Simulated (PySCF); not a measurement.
## Polarizability calculation, with input and output: C2H6BN

- system: C2H6BN
- method: BLYP/cc-pVDZ, RKS (PySCF 2.14.0)

The geometry comes from this level: GFN2-xTB.

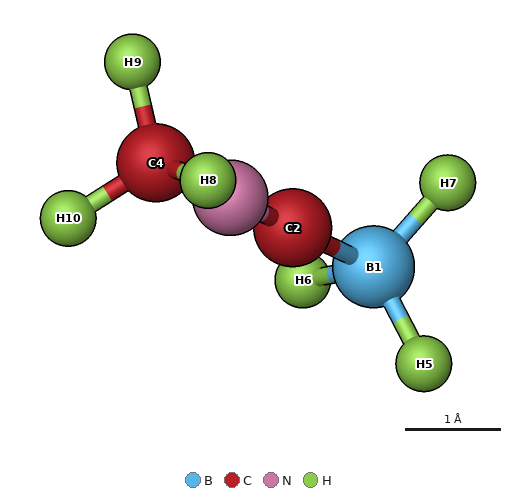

The input geometry (ball-and-stick view, seen at a tilt; atoms are numbered from 1 in the order of the input).

### Key numbers

```csv
quantity,value
outcome,converged
total energy,−159.304345 hartree
basis functions,86
HOMO,−6.55 eV
LUMO,−0.79 eV
dipole moment,6.09 D
hardware,"1 thread of Arm Neoverse V1, 24 GiB of memory available, shared host"
wall time,7.8 min
peak memory,0.46 GiB
```

### The input (calc.py)
```python
import numpy
from pyscf import gto, dft
from pyscf.prop.polarizability import rks

system = gto.M(
    atom='''
B     -2.027260     2.231389    -2.444795
C     -0.535435     0.605601    -0.645833
N      0.618281    -0.660195     0.740111
C      1.984628    -2.184920     2.393338
H     -3.178935     0.808614    -3.759308
H     -3.374238     3.512528    -1.170194
H     -0.519675     3.446275    -3.598398
H      2.750440    -3.804737     1.368823
H      3.536377    -1.099991     3.214122
H      0.745818    -2.854582     3.902133
''',
    basis='cc-pvdz',
    unit='bohr',
    charge=0,
    verbose=3,
    max_memory=40,
)

mf = dft.RKS(system, xc='blyp')
mf.conv_tol = 1e-08
mf.max_cycle = 60
mf.grids.level = 4
mf.direct_scf_tol = 1e-13
mf.kernel()

etot = mf.e_tot
print('E = %.10f Eh' % etot)
pol = rks.Polarizability(mf)
alpha = pol.polarizability()
print('isotropic polarizability %.4f bohr^3' % (numpy.trace(alpha) / 3))
alpha_w = pol.polarizability_with_freq(freq=0.0774)
```

Launched with:
```bash
OMP_NUM_THREADS=1 python calc.py
```

### What the program printed
```
converged SCF energy = -159.304345233105
E = -159.3043452331 Eh
isotropic polarizability 49.2349 bohr^3
```

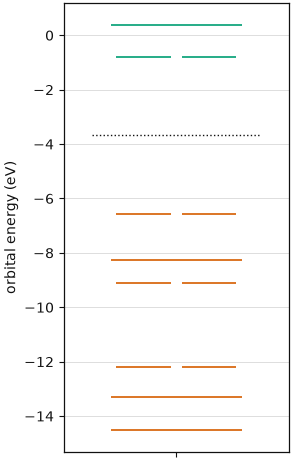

Orbital energies near the frontier; the dotted line parts filled from empty levels, and levels within 0.02 eV of each other stand side by side. Highest filled −6.55 eV, lowest empty −0.79 eV, 5.76 eV apart.
